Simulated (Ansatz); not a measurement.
# AlH6NSiTe: two geometries relaxed

Aim: relax the geometries before and after the inversion of the pyramid at N1, and see whether they are two minima and how far apart in energy. SMILES of the start: [NH2][AlH][SiH2][TeH].

Program: Ansatz 0.2.0. Level of theory: RKS B3LYP-D4/def2-SVP. These are calculated values, not measurements.

## 1. Starting point

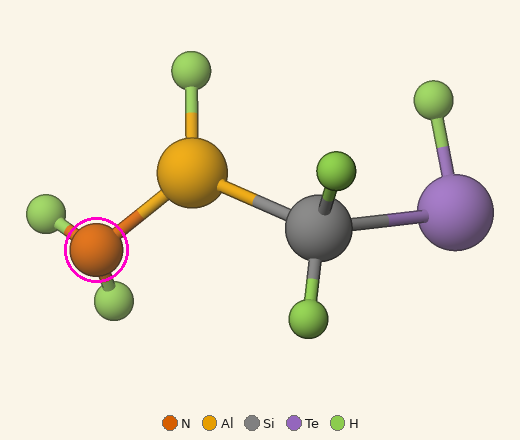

The starting structure, seen from a free direction (nitrogen orange, aluminium amber, silicon grey, tellurium purple, hydrogen green). Ringed: N1.

Structure file:

```xyz
10

N    -2.3004    0.6804   -0.2462
Al   -0.5091    0.7942    0.2368
Si    0.6865   -1.1997    0.4887
Te    2.6917   -1.2028   -1.1053
H    -2.6669    1.7054   -0.3924
H    -2.3901    0.2930   -1.2018
H     0.2368    2.2097    0.4613
H    -0.1181   -2.3354    0.2319
H     1.2411   -1.2627    1.9187
H     3.2116    0.2668   -0.3887
```

## 2. End point A

Contents of input.yaml:

```yaml
crystal:
  periodic: [false, false, false]
  atoms:
    - { symbol: "N", position_ang: [-2.3004, 0.6804, -0.2462] }
    - { symbol: Al, position_ang: [-0.5091, 0.7942, 0.2368] }
    - { symbol: Si, position_ang: [0.6865, -1.1997, 0.4887] }
    - { symbol: Te, position_ang: [2.6917, -1.2028, -1.1053] }
    - { symbol: H, position_ang: [-2.6669, 1.7054, -0.3924] }
    - { symbol: H, position_ang: [-2.3901, 0.293, -1.2018] }
    - { symbol: H, position_ang: [0.2368, 2.2097, 0.4613] }
    - { symbol: H, position_ang: [-0.1181, -2.3354, 0.2319] }
    - { symbol: H, position_ang: [1.2411, -1.2627, 1.9187] }
    - { symbol: H, position_ang: [3.2116, 0.2668, -0.3887] }
basis:
  gaussian: { orbitals: def2-SVP }
hamiltonian:
  xc: b3lyp
  dispersion: d4
relax:
  f_tol: 0.015
  max_steps: 40
```

Run with:

```sh
$ ansatz run input.yaml --threads 2 --pin off --max-ram 3072MiB --backend cpu --events-out ev --progress --plain --runs-dir out
```

What it wrote (excerpt; [...] marks lines left out):

```text
Warning: RAYON_NUM_THREADS=2 ignored (pool sized by the plan → 2); use --threads N
[...]
Functional definition: B3LYP
[...]
1207 factors; integrals over basis functions are off by at most 3.6e-4 eV
[...]
mean field -23353.89714196 eV, -858.2398901271 hartree, gradient 7.1e-5 eV, S^2 0.000000; 0 other end points of the search recorded, 0 dependent functions left out
[...]
reference -23353.89743826 eV, -858.2399010157 hartree; 32, 32 occupied and 74, 74 virtual orbitals, 1207 factors
relax step   1: F+E_penalty+E_count = -23354.29639895 eV  Δ(F+E_penalty+E_count) = +0.000e0 eV  max|allowed force component| = 2.819e0 eV/Å  Δτ_max = 0.0000 Å  (28 SCF iters, accepted)
[...]
relax step   4: F+E_penalty+E_count = -23354.89311850 eV  Δ(F+E_penalty+E_count) = -8.424e-2 eV  max|allowed force component| = 1.359e0 eV/Å  Δτ_max = 0.1944 Å  (30 SCF iters, accepted)
[...]
relax step   7: F+E_penalty+E_count = -23354.97964744 eV  Δ(F+E_penalty+E_count) = -5.924e-4 eV  max|allowed force component| = 1.571e-1 eV/Å  Δτ_max = 0.0627 Å  (29 SCF iters, accepted)
[...]
relax step  10: F+E_penalty+E_count = -23354.98374336 eV  Δ(F+E_penalty+E_count) = -4.374e-4 eV  max|allowed force component| = 1.805e-2 eV/Å  Δτ_max = 0.0088 Å  (31 SCF iters, accepted)
[...]
relax step  12: F+E_penalty+E_count = -23354.98400081 eV  Δ(F+E_penalty+E_count) = -1.280e-4 eV  max|allowed force component| = 2.242e-2 eV/Å  Δτ_max = 0.0161 Å  (26 SCF iters, accepted)
[...]
relax step  13: F+E_penalty+E_count = -23354.98407368 eV  Δ(F+E_penalty+E_count) = -7.287e-5 eV  max|allowed force component| = 1.443e-2 eV/Å  Δτ_max = 0.0143 Å  (25 SCF iters, accepted)
1207 factors; integrals over basis functions are off by at most 4.3e-4 eV
mean field -23354.58139952 eV, -858.2650361285 hartree, gradient 2.6e-5 eV, S^2 0.000000; 1 other end points of the search recorded, 0 dependent functions left out
[...]
reference -23354.58169800 eV, -858.2650470974 hartree; 32, 32 occupied and 74, 74 virtual orbitals, 1207 factors
Total energy: -23354.98437216 eV, -858.2798451000 hartree
Atom 0 at    -2.060588     0.889902    -0.484144 Å, force     0.010586     0.003351     0.004690 eV/Å
Atom 1 at    -0.451040     0.891864     0.263927 Å, force    -0.004934    -0.014426    -0.002966 eV/Å
Atom 2 at     0.686735    -1.235193     0.609938 Å, force    -0.002313     0.006642    -0.003321 eV/Å
Atom 3 at     2.616772    -1.092916    -1.066858 Å, force     0.003225    -0.000637    -0.000530 eV/Å
Atom 4 at    -2.567893     1.725282    -0.764357 Å, force    -0.008231    -0.006860    -0.003267 eV/Å
Atom 5 at    -2.597809     0.063143    -0.730007 Å, force     0.000178     0.009484    -0.000092 eV/Å
Atom 6 at     0.241353     2.281196     0.570774 Å, force     0.003485     0.005949     0.002385 eV/Å
Atom 7 at    -0.069578    -2.433843     0.131838 Å, force    -0.000694    -0.003129    -0.002013 eV/Å
Atom 8 at     1.216903    -1.555798     1.970569 Å, force     0.001298    -0.000391     0.006699 eV/Å
Atom 9 at     3.068247     0.415263    -0.498680 Å, force    -0.002600     0.000017    -0.001586 eV/Å
Dipole moment:    -0.487097     0.097093     0.009313 e Å
```

It took 31 s on 2 threads of AMD EPYC 9R14 (Zen 4), shared host; peak memory 0.27 GiB.

The steps of the relaxation:

| step | energy from step 1 (eV) | largest force component (eV/Å) |
| --- | --- | --- |
| 1 | 0.0000 | 2.8188 |
| 2 | -0.3397 | 2.3124 |
| 3 | -0.5125 | 1.1023 |
| 4 | -0.5967 | 1.3587 |
| 5 | -0.6439 | 1.0675 |
| 6 | -0.6827 | 0.1393 |
| 7 | -0.6832 | 0.1571 |
| 8 | -0.6866 | 0.0408 |
| 9 | -0.6869 | 0.0338 |
| 10 | -0.6873 | 0.0181 |
| 11 | -0.6875 | 0.0128 |
| 12 | -0.6876 | 0.0224 |
| 13 | -0.6877 | 0.0144 |

Step 1 is the start.

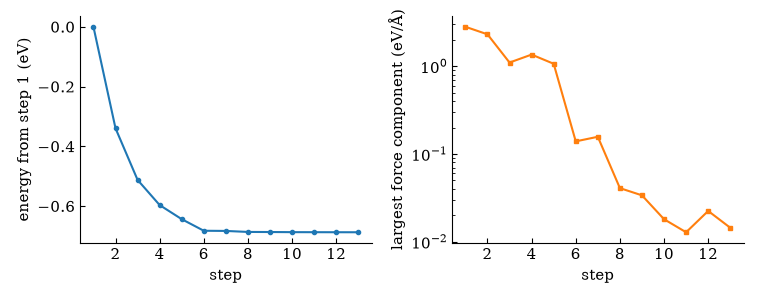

How energy and force went from step to step.

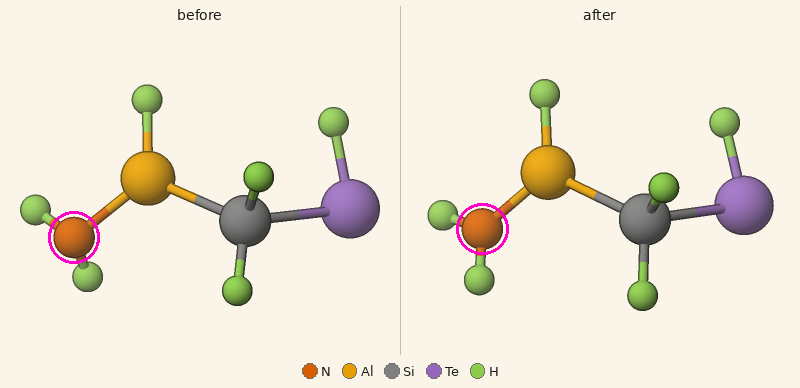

Before and after, at one scale.

After: Bond lengths: N1–Al2 1.775 Å, Al2–Si3 2.437 Å, Si3–Te4 2.561 Å, N1–H5 1.017 Å, N1–H6 1.016 Å, Al2–H7 1.582 Å, Si3–H8 1.496 Å, Si3–H9 1.495 Å, Te4–H10 1.674 Å. Angles: N1–Al2–Si3 118.8°, N1–Al2–H7 118.7°, Si3–Al2–H7 122.3°, Al2–N1–H5 124.6°, Al2–N1–H6 125.6°, H5–N1–H6 109.8°, Al2–Si3–Te4 102.1°, Al2–Si3–H8 114.7°, Al2–Si3–H9 118.8°, Te4–Si3–H8 102.5°, Te4–Si3–H9 109.9°, H8–Si3–H9 107.4°, Si3–Te4–H10 91.8°.

## 3. Relaxing end B

The second end starts from a geometry with the move made by hand.

input.yaml, as its differences from that of step 2:

```diff
@@ -7,4 +7,4 @@
     - { symbol: Te, position_ang: [2.6917, -1.2028, -1.1053] }
-    - { symbol: H, position_ang: [-2.6669, 1.7054, -0.3924] }
-    - { symbol: H, position_ang: [-2.3901, 0.293, -1.2018] }
+    - { symbol: H, position_ang: [-2.89629, 0.94777, 0.63684] }
+    - { symbol: H, position_ang: [-2.57227, -0.30868, -0.38442] }
     - { symbol: H, position_ang: [0.2368, 2.2097, 0.4613] }
```

Run with:

```sh
$ ansatz run input.yaml --threads 2 --pin off --max-ram 3072MiB --backend cpu --events-out ev --progress --plain --runs-dir out
```

What it wrote (excerpt; [...] marks lines left out):

```text
Warning: RAYON_NUM_THREADS=2 ignored (pool sized by the plan → 2); use --threads N
[...]
[... 1 set-up line as earlier in the session ...]
[...]
1209 factors; integrals over basis functions are off by at most 3.6e-4 eV
[...]
mean field -23353.84080137 eV, -858.2378196485 hartree, gradient 2.5e-5 eV, S^2 0.000000; 0 other end points of the search recorded, 0 dependent functions left out
[...]
reference -23353.84109541 eV, -858.2378304543 hartree; 32, 32 occupied and 74, 74 virtual orbitals, 1209 factors
relax step   1: F+E_penalty+E_count = -23354.24235360 eV  Δ(F+E_penalty+E_count) = +0.000e0 eV  max|allowed force component| = 2.645e0 eV/Å  Δτ_max = 0.0000 Å  (28 SCF iters, accepted)
[...]
relax step   4: F+E_penalty+E_count = -23354.84630973 eV  Δ(F+E_penalty+E_count) = -1.064e-1 eV  max|allowed force component| = 6.712e-1 eV/Å  Δτ_max = 0.2000 Å  (29 SCF iters, accepted)
[...]
relax step   7: F+E_penalty+E_count = -23354.96402845 eV  Δ(F+E_penalty+E_count) = +2.567e-4 eV  max|allowed force component| = 2.440e-1 eV/Å  Δτ_max = 0.0894 Å  (29 SCF iters, rejected (line search))
[...]
relax step  10: F+E_penalty+E_count = -23354.97840336 eV  Δ(F+E_penalty+E_count) = -4.558e-3 eV  max|allowed force component| = 1.162e-1 eV/Å  Δτ_max = 0.0508 Å  (29 SCF iters, accepted)
[...]
relax step  12: F+E_penalty+E_count = -23354.98160503 eV  Δ(F+E_penalty+E_count) = -1.449e-3 eV  max|allowed force component| = 1.057e-1 eV/Å  Δτ_max = 0.0506 Å  (29 SCF iters, accepted)
[...]
relax step  13: F+E_penalty+E_count = -23354.98287940 eV  Δ(F+E_penalty+E_count) = -1.274e-3 eV  max|allowed force component| = 3.360e-2 eV/Å  Δτ_max = 0.0743 Å  (29 SCF iters, accepted)
[...]
1209 factors; integrals over basis functions are off by at most 4.3e-4 eV
```

## 4. The log goes on: end point B relaxed

Output, continued (excerpt; [...] marks lines left out):

```text
mean field -23354.57999890 eV, -858.2649846566 hartree, gradient 1.5e-5 eV, S^2 0.000000; 0 other end points of the search recorded, 0 dependent functions left out
[...]
reference -23354.58029349 eV, -858.2649954828 hartree; 32, 32 occupied and 74, 74 virtual orbitals, 1209 factors
relax step  14: F+E_penalty+E_count = -23354.98323303 eV  Δ(F+E_penalty+E_count) = -3.536e-4 eV  max|allowed force component| = 2.952e-2 eV/Å  Δτ_max = 0.0226 Å  (31 SCF iters, accepted)
[...]
relax step  20: F+E_penalty+E_count = -23354.98411963 eV  Δ(F+E_penalty+E_count) = -7.844e-5 eV  max|allowed force component| = 1.667e-2 eV/Å  Δτ_max = 0.0246 Å  (24 SCF iters, accepted)
[...]
relax step  21: F+E_penalty+E_count = -23354.98413926 eV  Δ(F+E_penalty+E_count) = -1.964e-5 eV  max|allowed force component| = 1.019e-2 eV/Å  Δτ_max = 0.0084 Å  (25 SCF iters, accepted)
[...]
Atom 0 at    -2.197071     0.618952    -0.052343 Å, force    -0.010192     0.003297    -0.003063 eV/Å
Atom 1 at    -0.513807     0.722429     0.500624 Å, force    -0.001332     0.003999    -0.004144 eV/Å
Atom 2 at     0.790720    -1.325099     0.707294 Å, force     0.001418    -0.001989    -0.001220 eV/Å
Atom 3 at     2.512544    -1.068352    -1.170399 Å, force    -0.000338     0.002806     0.000359 eV/Å
Atom 4 at    -2.785801     1.419947    -0.266427 Å, force     0.003937    -0.001976     0.001661 eV/Å
Atom 5 at    -2.709542    -0.239044    -0.236505 Å, force     0.010170     0.002002     0.003288 eV/Å
Atom 6 at     0.122884     2.154198     0.727506 Å, force    -0.002135    -0.004172     0.000646 eV/Å
Atom 7 at     0.065461    -2.572740     0.313476 Å, force     0.000082    -0.001064    -0.000024 eV/Å
Atom 8 at     1.485312    -1.603531     2.001976 Å, force     0.000752     0.000029     0.002258 eV/Å
Atom 9 at     2.900841     0.482830    -0.675582 Å, force    -0.002361    -0.002932     0.000239 eV/Å
Dipole moment:    -0.491927     0.066722     0.064854 e Å
```

Wall time 49 s (2 threads of AMD EPYC 9R14 (Zen 4), shared host); peak memory 0.27 GiB.

Step by step:

| step | energy from step 1 (eV) | largest force component (eV/Å) |
| --- | --- | --- |
| 1 | 0.0000 | 2.6453 |
| 2 | -0.3495 | 1.8090 |
| 3 | -0.4975 | 1.4271 |
| 4 | -0.6040 | 0.6712 |
| 5 | -0.6906 | 0.2954 |
| 6 | -0.7219 | 0.0797 |
| 7x | -0.7217 | 0.2440 |
| 8 | -0.7288 | 0.0330 |
| 9 | -0.7315 | 0.2400 |
| 10 | -0.7360 | 0.1162 |
| 11 | -0.7378 | 0.0821 |
| 12 | -0.7393 | 0.1057 |
| 13 | -0.7405 | 0.0336 |
| 14 | -0.7409 | 0.0295 |
| 15 | -0.7413 | 0.0150 |
| 16 | -0.7414 | 0.0168 |
| 17 | -0.7415 | 0.0212 |
| 18x | -0.7415 | 0.0311 |
| 19 | -0.7417 | 0.0187 |
| 20 | -0.7418 | 0.0167 |
| 21 | -0.7418 | 0.0102 |

Step 1 is the start. 2 steps were tried and not accepted (marked x).

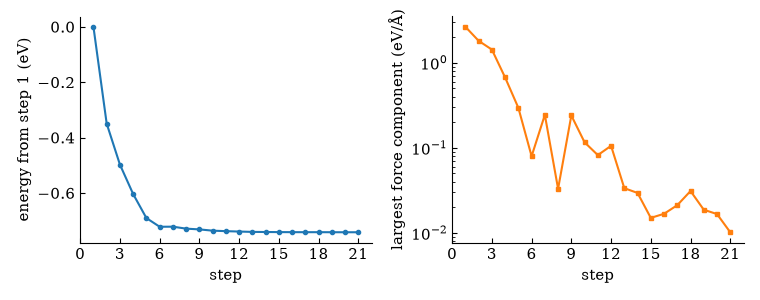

Energy and largest force along the relaxation.

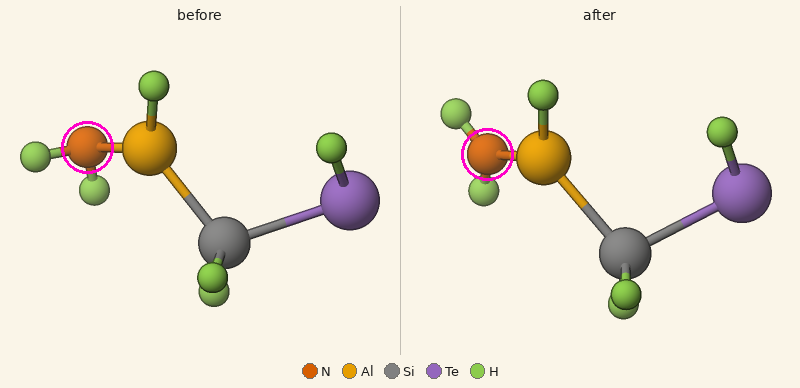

The structure before (left) and after (right), drawn at the same scale.

After: Bond lengths: N1–Al2 1.775 Å, Al2–Si3 2.437 Å, Si3–Te4 2.561 Å, N1–H5 1.017 Å, N1–H6 1.016 Å, Al2–H7 1.583 Å, Si3–H8 1.496 Å, Si3–H9 1.495 Å, Te4–H10 1.674 Å. Angles: N1–Al2–Si3 119.0°, N1–Al2–H7 118.6°, Si3–Al2–H7 122.2°, Al2–N1–H5 124.7°, Al2–N1–H6 125.7°, H5–N1–H6 109.6°, Al2–Si3–Te4 102.3°, Al2–Si3–H8 114.8°, Al2–Si3–H9 118.6°, Te4–Si3–H8 102.5°, Te4–Si3–H9 110.0°, H8–Si3–H9 107.3°, Si3–Te4–H10 91.8°.

## 5. Results

```
                           quantity                     value
                              end A  12 moves, 0.688 eV lower
                              end B  18 moves, 0.742 eV lower
largest difference between the ends                    0.02 Å
            end B relative to end A                 -0.000 eV
```

What this shows: Both starts fell into the same minimum (no atom differs by more than 0.02 Å), so from this start no second minimum was found and no band was run; another arrangement could still be one.
